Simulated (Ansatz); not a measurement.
# GaC₂ (doublet): B2PLYP, RPA-PBE over vertical spin and charge gaps and displaced geometries, cc-pVDZ

Aim: run GaC₂ (doublet) with these functionals over vertical spin and charge gaps and displaced geometries, and hold them against the top wave-function level at the same points.

Computed with Ansatz 0.2.0, Gaussian basis. Level: cc-pVDZ, all electrons in the functionals, frozen cores in the correlation of double hybrids and RPA.

Plan: B2PLYP, RPA-PBE, at charge 0, doublet; charge 0, quartet; charge 1, singlet; charge 1, triplet; displaced geometry v1; displaced geometry v2.

27 further runs of the same task are left out: 2 for a known fault of the program, 7 that didn't finish, 18 set aside as unsound or not needed.

### 1 What is computed

The geometry is a PBE0/def2-TZVP stationary point (not a proven minimum). No spin-orbit coupling is included. The filled d shell of Ga may be among the frozen orbitals whatever the setting's name suggests; the logs give the count.

3 atoms, charge 0, spin multiplicity 2.

Atoms are counted from 1 here; the program's logs count them from 0.

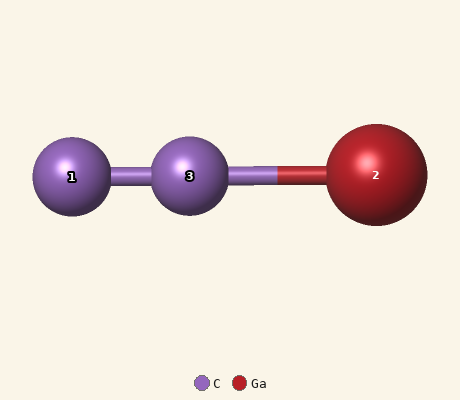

The structure; carbon purple, gallium red; atoms are numbered from 1 in the order of the file.

No dispersion term is added.

The geometry shown and the zero of energy belong to the point charge 0, doublet. The yardstick, RCCSDT(Q), and other wave-function levels (R restricted, U unrestricted, valence and pair active spaces) come from earlier runs.

### 2 B2PLYP, charge 0, doublet

File in.yaml:

```yaml
crystal:
  periodic: [false, false, false]
  atoms:
    - {symbol: C, position_ang: [0.000000, 0.000000, 1.480033]}
    - {symbol: Ga, position_ang: [0.000000, 0.000000, -1.723467]}
    - {symbol: C, position_ang: [0.000000, 0.000000, 0.243433]}
basis:
  gaussian: {orbitals: cc-pVDZ}
magnetization: {spin_polarized: true, initial_magnetization: 1}
hamiltonian: {xc: {name: B2PLYP}}
correlation: {electrons: outside_noble_gas}
```

The run is started by

```sh
ansatz run in.yaml --threads 1 --pin off --events-out ev --progress --plain --max-ram 2393MiB
```

Output:

```text
Functional definition: B2PLYP
  name "B2PLYP"
  cite "Grimme, J. Chem. Phys. 124, 034108 (2006) doi:10.1063/1.2148954"
  cite "Becke, Phys. Rev. A 38, 3098 (1988) doi:10.1103/PhysRevA.38.3098"
  cite "Lee, Yang & Parr, Phys. Rev. B 37, 785 (1988) doi:10.1103/PhysRevB.37.785"
  parameter a = 0.53
  parameter c = 0.27
  exchange = (1 - a)*b88_x + a*exact_x
  correlation = (1 - c)*lyp_c + c*(mp2_os + mp2_ss)
592 factors; integrals over basis functions are off by at most 4.4e-4 eV
mean field evaluation 1: about -54422.7715 eV, gradient 2.9e1 eV
mean field evaluation 2: about -54423.0195 eV, gradient 2.8e1 eV
mean field evaluation 4: about -54429.4802 eV, gradient 3.3e0 eV
mean field evaluation 8: about -54429.8898 eV, gradient 1.7e0 eV
mean field evaluation 16: about -54430.1322 eV, gradient 1.8e-1 eV
mean field evaluation 32: about -54430.1294 eV, gradient 1.5e-1 eV
mean field evaluation 64: about -54418.9166 eV, gradient 1.4e1 eV
mean field evaluation 96: about -54429.7076 eV, gradient 1.9e-1 eV
mean field -54430.13245364 eV, -2000.2704736023 hartree, gradient 6.4e-6 eV, S^2 0.819019; 7 other end points of the search recorded, 0 dependent functions left out
16 core orbitals not correlated: weight in the atoms' cores, before any rotation towards them, 0.992 or more for the frozen orbitals, at most 0.004 for the correlated occupied ones
reference -54430.13257044 eV, -2000.2704778947 hartree; 6, 5 occupied and 33, 34 virtual orbitals, 592 factors
second order -9.53527203 eV of doubles, -0.00000000 eV of singles
Total energy: -54432.70709389 eV, -2000.3650898863 hartree
```

Run time: 8.5 s. Hardware: 1 thread of Intel Xeon Platinum 8488C, shared host.

From the report: ⟨S²⟩ of the determinant 0.819 (pure doublet: 0.75).

### 3 B2PLYP, charge 0, quartet

in.yaml: that of step 2 with these lines changed.

```diff
@@ -8,3 +8,3 @@
   gaussian: {orbitals: cc-pVDZ}
-magnetization: {spin_polarized: true, initial_magnetization: 1}
+magnetization: {spin_polarized: true, initial_magnetization: 3}
 hamiltonian: {xc: {name: B2PLYP}}
```

Same command.

Output, cut to the lines that bear on the results:

```text
Functional definition: B2PLYP
  name "B2PLYP"
  cite "Grimme, J. Chem. Phys. 124, 034108 (2006) doi:10.1063/1.2148954"
  cite "Becke, Phys. Rev. A 38, 3098 (1988) doi:10.1103/PhysRevA.38.3098"
  cite "Lee, Yang & Parr, Phys. Rev. B 37, 785 (1988) doi:10.1103/PhysRevB.37.785"
[...]
592 factors; integrals over basis functions are off by at most 4.4e-4 eV
[...]
mean field -54427.34525538 eV, -2000.1680459557 hartree, gradient 7.6e-6 eV, S^2 3.833097; 7 other end points of the search recorded, 0 dependent functions left out
16 core orbitals not correlated: weight in the atoms' cores, before any rotation towards them, 0.996 or more for the frozen orbitals, at most 0.003 for the correlated occupied ones
reference -54427.34537297 eV, -2000.1680502767 hartree; 7, 4 occupied and 32, 35 virtual orbitals, 592 factors
second order -8.43805162 eV of doubles, -0.00000000 eV of singles
Total energy: -54429.62364690 eV, -2000.2517752996 hartree
```

It took 10 s on 1 thread of Intel Xeon Platinum 8488C, shared host.

From the report: ⟨S²⟩ of the determinant 3.833 (pure quartet: 3.75).

From charge 0, doublet: +297.5 kJ/mol.

### 4 B2PLYP, charge 1, singlet

in.yaml: that of step 3 with these lines changed.

```diff
@@ -8,3 +8,4 @@
   gaussian: {orbitals: cc-pVDZ}
-magnetization: {spin_polarized: true, initial_magnetization: 3}
+total_charge: 1
+magnetization: {spin_polarized: true, initial_magnetization: 0}
 hamiltonian: {xc: {name: B2PLYP}}
```

Launched as before.

Output, cut to the lines that bear on the results:

```text
Functional definition: B2PLYP
  name "B2PLYP"
  cite "Grimme, J. Chem. Phys. 124, 034108 (2006) doi:10.1063/1.2148954"
  cite "Becke, Phys. Rev. A 38, 3098 (1988) doi:10.1103/PhysRevA.38.3098"
  cite "Lee, Yang & Parr, Phys. Rev. B 37, 785 (1988) doi:10.1103/PhysRevB.37.785"
[...]
592 factors; integrals over basis functions are off by at most 4.4e-4 eV
[...]
mean field -54421.27056368 eV, -1999.9448051532 hartree, gradient 4.0e-6 eV, S^2 1.117006; 3 other end points of the search recorded, 0 dependent functions left out
16 core orbitals not correlated: weight in the atoms' cores, before any rotation towards them, 0.994 or more for the frozen orbitals, at most 0.002 for the correlated occupied ones
reference -54421.27069250 eV, -1999.9448098873 hartree; 5, 5 occupied and 34, 34 virtual orbitals, 592 factors
second order -8.24585138 eV of doubles, -0.00000000 eV of singles
Total energy: -54423.49707238 eV, -2000.0266278385 hartree
```

Run time: 5.5 s. Hardware: 1 thread of Intel Xeon Platinum 8488C, shared host.

From the report: ⟨S²⟩ of the determinant 1.117 (pure singlet: 0.00). The determinant is far from a pure spin state, so its energy mixes those of several spin states (harmless only where they are near-degenerate, as at dissociation).

From charge 0, doublet: +888.6 kJ/mol.

### 5 B2PLYP, charge 1, triplet

in.yaml: that of step 4 with these lines changed.

```diff
@@ -9,3 +9,3 @@
 total_charge: 1
-magnetization: {spin_polarized: true, initial_magnetization: 0}
+magnetization: {spin_polarized: true, initial_magnetization: 2}
 hamiltonian: {xc: {name: B2PLYP}}
```

Same command.

Output, cut to the lines that bear on the results:

```text
Functional definition: B2PLYP
  name "B2PLYP"
  cite "Grimme, J. Chem. Phys. 124, 034108 (2006) doi:10.1063/1.2148954"
  cite "Becke, Phys. Rev. A 38, 3098 (1988) doi:10.1103/PhysRevA.38.3098"
  cite "Lee, Yang & Parr, Phys. Rev. B 37, 785 (1988) doi:10.1103/PhysRevB.37.785"
[...]
592 factors; integrals over basis functions are off by at most 4.4e-4 eV
[...]
mean field -54420.98485984 eV, -1999.9343057306 hartree, gradient 6.3e-6 eV, S^2 2.067005; 6 other end points of the search recorded, 0 dependent functions left out
16 core orbitals not correlated: weight in the atoms' cores, before any rotation towards them, 0.995 or more for the frozen orbitals, at most 0.002 for the correlated occupied ones
reference -54420.98498795 eV, -1999.9343104388 hartree; 6, 4 occupied and 33, 35 virtual orbitals, 592 factors
second order -8.41340334 eV of doubles, -0.00000000 eV of singles
Total energy: -54423.25660686 eV, -2000.0177908937 hartree
```

Wall time 7.5 s (1 thread of Intel Xeon Platinum 8488C, shared host).

From the report: ⟨S²⟩ of the determinant 2.067 (pure triplet: 2.00).

From charge 0, doublet: +911.8 kJ/mol.

### 6 B2PLYP, displaced geometry v1

File in.yaml:

```yaml
crystal:
  periodic: [false, false, false]
  atoms:
    - {symbol: C, position_ang: [-0.015433, -0.009008, 1.501673]}
    - {symbol: Ga, position_ang: [-0.016266, -0.025151, -1.712980]}
    - {symbol: C, position_ang: [0.031698, 0.034159, 0.211307]}
basis:
  gaussian: {orbitals: cc-pVDZ}
magnetization: {spin_polarized: true, initial_magnetization: 1}
hamiltonian: {xc: {name: B2PLYP}}
correlation: {electrons: outside_noble_gas}
```

The command is unchanged.

Output, cut to the lines that bear on the results:

```text
Functional definition: B2PLYP
  name "B2PLYP"
  cite "Grimme, J. Chem. Phys. 124, 034108 (2006) doi:10.1063/1.2148954"
  cite "Becke, Phys. Rev. A 38, 3098 (1988) doi:10.1103/PhysRevA.38.3098"
  cite "Lee, Yang & Parr, Phys. Rev. B 37, 785 (1988) doi:10.1103/PhysRevB.37.785"
[...]
592 factors; integrals over basis functions are off by at most 4.9e-4 eV
[...]
mean field -54429.95727210 eV, -2000.2640357995 hartree, gradient 3.7e-6 eV, S^2 0.855998; 5 other end points of the search recorded, 0 dependent functions left out
16 core orbitals not correlated: weight in the atoms' cores, before any rotation towards them, 0.990 or more for the frozen orbitals, at most 0.005 for the correlated occupied ones
reference -54429.95738902 eV, -2000.2640400963 hartree; 6, 5 occupied and 33, 34 virtual orbitals, 592 factors
second order -10.00987730 eV of doubles, -0.00000000 eV of singles
Total energy: -54432.66005589 eV, -2000.3633612719 hartree
```

It took 31 s on 1 thread of Intel Xeon Platinum 8488C, shared host.

From the report: ⟨S²⟩ of the determinant 0.856 (pure doublet: 0.75).

From charge 0, doublet: +4.5 kJ/mol.

### 7 B2PLYP, displaced geometry v2

File in.yaml:

```yaml
crystal:
  periodic: [false, false, false]
  atoms:
    - {symbol: C, position_ang: [0.084376, 0.005225, 1.475031]}
    - {symbol: Ga, position_ang: [-0.080498, 0.013599, -1.716875]}
    - {symbol: C, position_ang: [-0.003878, -0.018825, 0.241844]}
basis:
  gaussian: {orbitals: cc-pVDZ}
magnetization: {spin_polarized: true, initial_magnetization: 1}
hamiltonian: {xc: {name: B2PLYP}}
correlation: {electrons: outside_noble_gas}
```

Same command.

Output, cut to the lines that bear on the results:

```text
Functional definition: B2PLYP
  name "B2PLYP"
  cite "Grimme, J. Chem. Phys. 124, 034108 (2006) doi:10.1063/1.2148954"
  cite "Becke, Phys. Rev. A 38, 3098 (1988) doi:10.1103/PhysRevA.38.3098"
  cite "Lee, Yang & Parr, Phys. Rev. B 37, 785 (1988) doi:10.1103/PhysRevB.37.785"
[...]
592 factors; integrals over basis functions are off by at most 4.3e-4 eV
[...]
mean field -54430.12711633 eV, -2000.2702774599 hartree, gradient 1.8e-6 eV, S^2 0.818822; 6 other end points of the search recorded, 0 dependent functions left out
16 core orbitals not correlated: weight in the atoms' cores, before any rotation towards them, 0.992 or more for the frozen orbitals, at most 0.004 for the correlated occupied ones
reference -54430.12723313 eV, -2000.2702817523 hartree; 6, 5 occupied and 33, 34 virtual orbitals, 592 factors
second order -9.54283955 eV of doubles, -0.00000000 eV of singles
Total energy: -54432.70379981 eV, -2000.3649688312 hartree
```

It took 7.5 s on 1 thread of Intel Xeon Platinum 8488C, shared host.

From the report: ⟨S²⟩ of the determinant 0.819 (pure doublet: 0.75).

From charge 0, doublet: +0.3 kJ/mol.

### 8 RPA-PBE, charge 0, doublet

File in.yaml:

```yaml
crystal:
  periodic: [false, false, false]
  atoms:
    - {symbol: C, position_ang: [0.000000, 0.000000, 1.480033]}
    - {symbol: Ga, position_ang: [0.000000, 0.000000, -1.723467]}
    - {symbol: C, position_ang: [0.000000, 0.000000, 0.243433]}
basis:
  gaussian: {orbitals: cc-pVDZ}
magnetization: {spin_polarized: true, initial_magnetization: 1}
hamiltonian: {xc: {name: PBE}}
correlation: {method: rpa, electrons: outside_noble_gas}
```

Launched as before.

Output, cut to the lines that bear on the results:

```text
Functional definition: PBE
  name "PBE"
  cite "Perdew, Burke & Ernzerhof, Phys. Rev. Lett. 77, 3865 (1996) doi:10.1103/PhysRevLett.77.3865"
  parent pbe
[...]
592 factors; integrals over basis functions are off by at most 4.4e-4 eV
[...]
mean field -54435.71512156 eV, -2000.4756328643 hartree, gradient 2.3e-6 eV, S^2 0.756340; 6 other end points of the search recorded, 0 dependent functions left out
16 core orbitals not correlated: weight in the atoms' cores, before any rotation towards them, 0.986 or more for the frozen orbitals, at most 0.007 for the correlated occupied ones
reference -54388.44418896 eV, -1998.7384581327 hartree; 6, 5 occupied and 33, 34 virtual orbitals, 592 factors
Total energy: -54401.42337146 eV, -1999.2154342919 hartree
```

Run time: 4.4 s. Hardware: 1 thread of Intel Xeon Platinum 8488C, shared host.

From the report: ⟨S²⟩ of the determinant 0.756 (pure doublet: 0.75).

### 9 RPA-PBE, charge 0, quartet

in.yaml: that of step 8 with these lines changed.

```diff
@@ -8,3 +8,3 @@
   gaussian: {orbitals: cc-pVDZ}
-magnetization: {spin_polarized: true, initial_magnetization: 1}
+magnetization: {spin_polarized: true, initial_magnetization: 3}
 hamiltonian: {xc: {name: PBE}}
```

Launched as before.

Output, cut to the lines that bear on the results:

```text
Functional definition: PBE
  name "PBE"
  cite "Perdew, Burke & Ernzerhof, Phys. Rev. Lett. 77, 3865 (1996) doi:10.1103/PhysRevLett.77.3865"
  parent pbe
[...]
592 factors; integrals over basis functions are off by at most 4.4e-4 eV
[...]
mean field -54432.40583698 eV, -2000.3540188993 hartree, gradient 1.2e-7 eV, S^2 3.765359; 15 other end points of the search recorded, 0 dependent functions left out
16 core orbitals not correlated: weight in the atoms' cores, before any rotation towards them, 0.988 or more for the frozen orbitals, at most 0.009 for the correlated occupied ones
reference -54386.85071726 eV, -1998.6798991279 hartree; 7, 4 occupied and 32, 35 virtual orbitals, 592 factors
Total energy: -54398.35228079 eV, -1999.1025737916 hartree
```

Run time: 17 s. Hardware: 1 thread of Intel Xeon Platinum 8488C, shared host.

From the report: ⟨S²⟩ of the determinant 3.765 (pure quartet: 3.75).

From charge 0, doublet: +296.3 kJ/mol.

### 10 RPA-PBE, charge 1, singlet

in.yaml: that of step 9 with these lines changed.

```diff
@@ -8,3 +8,4 @@
   gaussian: {orbitals: cc-pVDZ}
-magnetization: {spin_polarized: true, initial_magnetization: 3}
+total_charge: 1
+magnetization: {spin_polarized: true, initial_magnetization: 0}
 hamiltonian: {xc: {name: PBE}}
```

The command is unchanged.

Output, cut to the lines that bear on the results:

```text
Functional definition: PBE
  name "PBE"
  cite "Perdew, Burke & Ernzerhof, Phys. Rev. Lett. 77, 3865 (1996) doi:10.1103/PhysRevLett.77.3865"
  parent pbe
[...]
592 factors; integrals over basis functions are off by at most 4.4e-4 eV
[...]
mean field -54426.27092434 eV, -2000.1285650180 hartree, gradient 2.4e-6 eV, S^2 0.784812; 13 other end points of the search recorded, 0 dependent functions left out
16 core orbitals not correlated: weight in the atoms' cores, before any rotation towards them, 0.990 or more for the frozen orbitals, at most 0.004 for the correlated occupied ones
reference -54380.57184323 eV, -1998.4491547631 hartree; 5, 5 occupied and 34, 34 virtual orbitals, 592 factors
Total energy: -54392.10607099 eV, -1998.8730298151 hartree
```

Wall time 9.5 s (1 thread of Intel Xeon Platinum 8488C, shared host).

From the report: ⟨S²⟩ of the determinant 0.785 (pure singlet: 0.00). The determinant is far from a pure spin state, so its energy mixes those of several spin states (harmless only where they are near-degenerate, as at dissociation).

From charge 0, doublet: +899.0 kJ/mol.

### 11 RPA-PBE, charge 1, triplet

in.yaml: that of step 10 with these lines changed.

```diff
@@ -9,3 +9,3 @@
 total_charge: 1
-magnetization: {spin_polarized: true, initial_magnetization: 0}
+magnetization: {spin_polarized: true, initial_magnetization: 2}
 hamiltonian: {xc: {name: PBE}}
```

Launched as before.

Output, cut to the lines that bear on the results:

```text
Functional definition: PBE
  name "PBE"
  cite "Perdew, Burke & Ernzerhof, Phys. Rev. Lett. 77, 3865 (1996) doi:10.1103/PhysRevLett.77.3865"
  parent pbe
[...]
592 factors; integrals over basis functions are off by at most 4.4e-4 eV
[...]
mean field -54425.90782651 eV, -2000.1152214191 hartree, gradient 1.6e-6 eV, S^2 2.014297; 11 other end points of the search recorded, 0 dependent functions left out
16 core orbitals not correlated: weight in the atoms' cores, before any rotation towards them, 0.988 or more for the frozen orbitals, at most 0.006 for the correlated occupied ones
reference -54380.55936169 eV, -1998.4486960752 hartree; 6, 4 occupied and 33, 35 virtual orbitals, 592 factors
Total energy: -54391.86195335 eV, -1998.8640586576 hartree
```

It took 11 s on 1 thread of Intel Xeon Platinum 8488C, shared host.

From the report: ⟨S²⟩ of the determinant 2.014 (pure triplet: 2.00).

From charge 0, doublet: +922.5 kJ/mol.

### 12 RPA-PBE, displaced geometry v1

File in.yaml:

```yaml
crystal:
  periodic: [false, false, false]
  atoms:
    - {symbol: C, position_ang: [-0.015433, -0.009008, 1.501673]}
    - {symbol: Ga, position_ang: [-0.016266, -0.025151, -1.712980]}
    - {symbol: C, position_ang: [0.031698, 0.034159, 0.211307]}
basis:
  gaussian: {orbitals: cc-pVDZ}
magnetization: {spin_polarized: true, initial_magnetization: 1}
hamiltonian: {xc: {name: PBE}}
correlation: {method: rpa, electrons: outside_noble_gas}
```

Same command.

Output, cut to the lines that bear on the results:

```text
Functional definition: PBE
  name "PBE"
  cite "Perdew, Burke & Ernzerhof, Phys. Rev. Lett. 77, 3865 (1996) doi:10.1103/PhysRevLett.77.3865"
  parent pbe
[...]
592 factors; integrals over basis functions are off by at most 4.9e-4 eV
[...]
mean field -54435.74295347 eV, -2000.4766556681 hartree, gradient 3.3e-6 eV, S^2 0.755500; 7 other end points of the search recorded, 0 dependent functions left out
16 core orbitals not correlated: weight in the atoms' cores, before any rotation towards them, 0.984 or more for the frozen orbitals, at most 0.008 for the correlated occupied ones
reference -54388.19618047 eV, -1998.7293439887 hartree; 6, 5 occupied and 33, 34 virtual orbitals, 592 factors
Total energy: -54401.49760722 eV, -1999.2181624059 hartree
```

Run time: 5.5 s. Hardware: 1 thread of Intel Xeon Platinum 8488C, shared host.

From the report: ⟨S²⟩ of the determinant 0.755 (pure doublet: 0.75).

From charge 0, doublet: -7.2 kJ/mol.

### 13 RPA-PBE, displaced geometry v2

File in.yaml:

```yaml
crystal:
  periodic: [false, false, false]
  atoms:
    - {symbol: C, position_ang: [0.084376, 0.005225, 1.475031]}
    - {symbol: Ga, position_ang: [-0.080498, 0.013599, -1.716875]}
    - {symbol: C, position_ang: [-0.003878, -0.018825, 0.241844]}
basis:
  gaussian: {orbitals: cc-pVDZ}
magnetization: {spin_polarized: true, initial_magnetization: 1}
hamiltonian: {xc: {name: PBE}}
correlation: {method: rpa, electrons: outside_noble_gas}
```

Same command.

Output, cut to the lines that bear on the results:

```text
Functional definition: PBE
  name "PBE"
  cite "Perdew, Burke & Ernzerhof, Phys. Rev. Lett. 77, 3865 (1996) doi:10.1103/PhysRevLett.77.3865"
  parent pbe
[...]
592 factors; integrals over basis functions are off by at most 4.3e-4 eV
[...]
mean field -54435.71619148 eV, -2000.4756721833 hartree, gradient 1.3e-6 eV, S^2 0.756220; 7 other end points of the search recorded, 0 dependent functions left out
16 core orbitals not correlated: weight in the atoms' cores, before any rotation towards them, 0.985 or more for the frozen orbitals, at most 0.007 for the correlated occupied ones
reference -54388.43560217 eV, -1998.7381425740 hartree; 6, 5 occupied and 33, 34 virtual orbitals, 592 factors
Total energy: -54401.42232872 eV, -1999.2153959720 hartree
```

Run time: 5.5 s. Hardware: 1 thread of Intel Xeon Platinum 8488C, shared host.

From the report: ⟨S²⟩ of the determinant 0.756 (pure doublet: 0.75).

From charge 0, doublet: +0.1 kJ/mol.

### 14 Against the wave-function levels

The yardstick is RCCSDT(Q), where the cluster series has nearly closed. It comes from earlier runs at the same points. Energies in kJ/mol, counted from charge 0, doublet; blanks weren't run or aren't comparable.

| level | doublet to quartet | ionisation to the singlet cation | ionisation to the triplet cation | displacement v1 | displacement v2 |
| --- | --- | --- | --- | --- | --- |
| RCCSDT(Q) | 279.0 |  |  |  | 0.4 |
| B2PLYP | 297.5 | 888.6 | 911.8 | 4.5 | 0.3 |
| RPA-PBE | 296.3 | 899.0 | 922.5 | -7.2 | 0.1 |

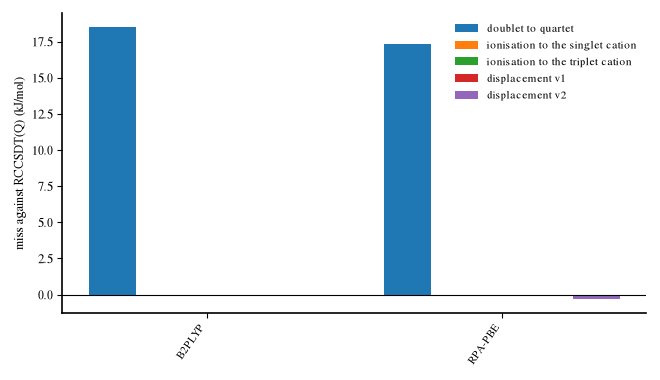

Misses of the gaps against RCCSDT(Q).

Largest miss and mean time a point (RCCSDT(Q) took 48 s a point; shared hosts):

| level | largest miss (kJ/mol) | where | time a point |
| --- | --- | --- | --- |
| B2PLYP | +18.5 | doublet to quartet | 12 s |
| RPA-PBE | +17.3 | doublet to quartet | 8.7 s |

### 15 Outcome

| quantity | value |
| --- | --- |
| doublet to quartet, RCCSDT(Q) | 279.0 kJ/mol |
| displacement v2, RCCSDT(Q) | 0.4 kJ/mol |
| largest miss, B2PLYP | +18.5 kJ/mol (doublet to quartet) |
| largest miss, RPA-PBE | +17.3 kJ/mol (doublet to quartet) |

**Reading.** Misses are known at 2 of 5 points at best, and only functionals with that many are ranked. Of the functionals, RPA-PBE keep the smallest largest miss at the points compared (at most 17.3 kJ/mol) and B2PLYP strays most (18.5 kJ/mol, at doublet to quartet). B2PLYP, RPA-PBE clearly break the spin symmetry at some points (⟨S²⟩ up to 1.12 above the pure value), so energy there is bought with a mixed spin. Functionals and the yardstick converge differently with the basis, so part of each miss in cc-pVDZ is the basis. The program flags that the yardstick's amplitudes may have other solutions at some points.
